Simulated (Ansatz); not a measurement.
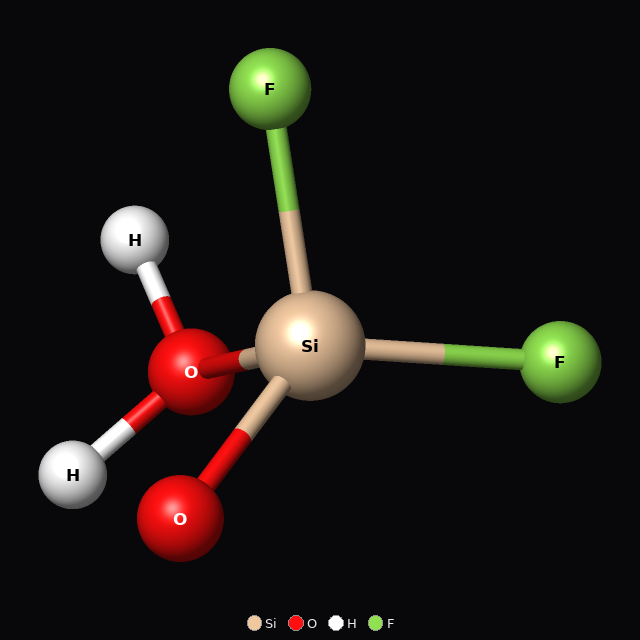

Harmonic vibrations computed with RKS PBE0-D4/def2-TZVP (Ansatz 0.2.0) at a stationary point of the same level.

Question: Minimum or transition state?

Answer: A minimum: no imaginary frequency, and the lowest mode lies at 190 cm⁻¹.

Question: How many vibrational modes are there, and where do they lie?

Answer: 15 modes: 190, 199, 248, 338, 346, 371, 495, 596, 761, 835, 955, 1298, 1594, 3715, 3834 cm⁻¹.
